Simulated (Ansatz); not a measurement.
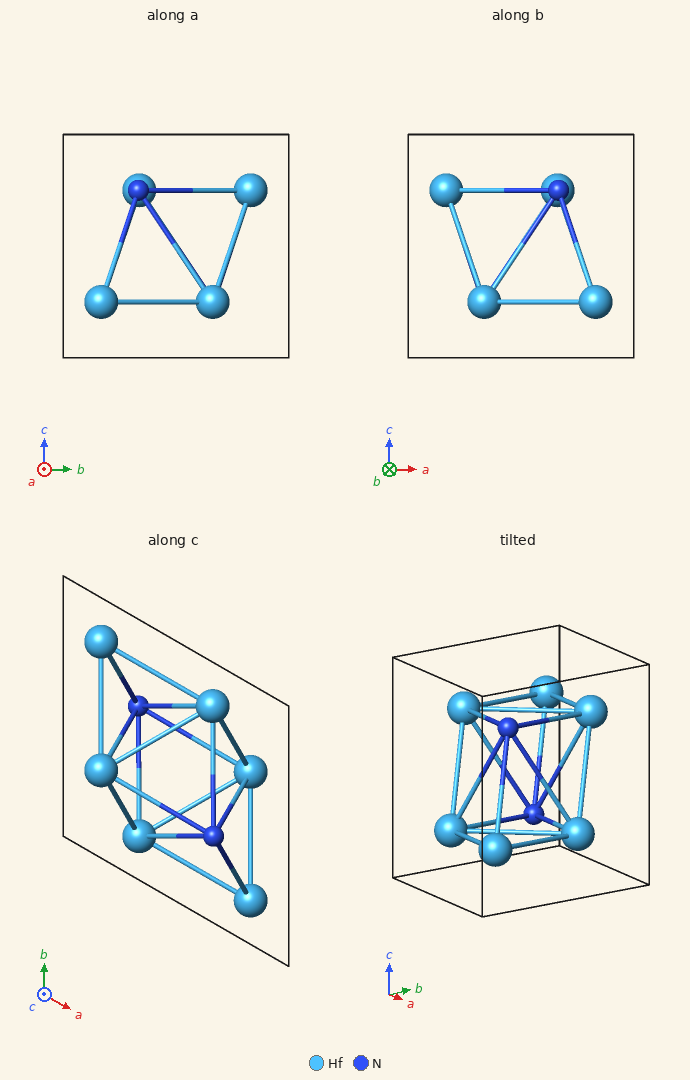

The image is a ball-and-stick drawing of a crystal, viewed along the a axis, along the b axis, along the c axis and slightly off an axis. The wireframe shows the conventional unit cell.

Lattice parameters: a = 5.7446 Å, b = 5.7446 Å, c = 4.9272 Å, α = 90.000°, β = 90.000°, γ = 120.000°.

Set out the cell and atoms as a CIF in P1 with every atom of the cell, with free fractional coordinates to two decimals.

Answer.
```cif
data_structure
_symmetry_space_group_name_H-M 'P 1'
_symmetry_Int_Tables_number 1
_cell_length_a 5.7446
_cell_length_b 5.7446
_cell_length_c 4.9272
_cell_angle_alpha 90.000
_cell_angle_beta 90.000
_cell_angle_gamma 120.000
_cell_volume 140.81
loop_
_atom_site_label
_atom_site_type_symbol
_atom_site_fract_x
_atom_site_fract_y
_atom_site_fract_z
_atom_site_occupancy
Hf1 Hf 0.83 0.66 0.25 1
Hf2 Hf 0.17 0.83 0.75 1
Hf3 Hf 0.34 0.17 0.25 1
Hf4 Hf 0.17 0.34 0.75 1
Hf5 Hf 0.83 0.17 0.25 1
Hf6 Hf 0.66 0.83 0.75 1
N1 N 0.3333 0.6667 0.25 1
N2 N 0.6667 0.3333 0.75 1
```

Its origin is a structure type filled with these elements by a generator (whether the compound takes this form wasn't checked). A relaxation with Ansatz, DFT PBE, scalar-relativistic, plane waves, PAW gave the geometry drawn.
